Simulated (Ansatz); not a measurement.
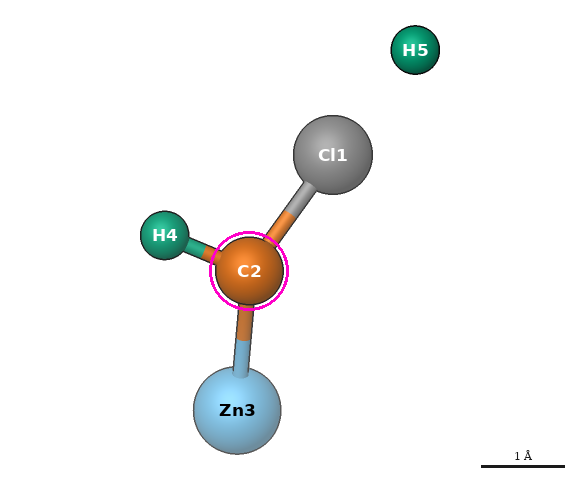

Orthographic view. Depth is shown by fading: the farther an atom, the more it takes the colour of the background. State: charge −1, singlet. The computed structure is the end point of a PBE-D4/def2-SVPD optimisation. No frequency run is at hand to confirm it as a minimum.

Which atoms are bonded to the circled atom?

Answer. The circled atom is C2; it is bonded to Cl1, Zn3, H4.

Which two atoms are farthest apart in space?

Answer. Zn3 and H5, 5.17 Å.

Which atom is farthest from the viewer?

Answer. Zn3, 1.0 Å behind the mean position.

Which atom is nearest the viewer?

Answer. H5, 0.8 Å in front of the mean position.
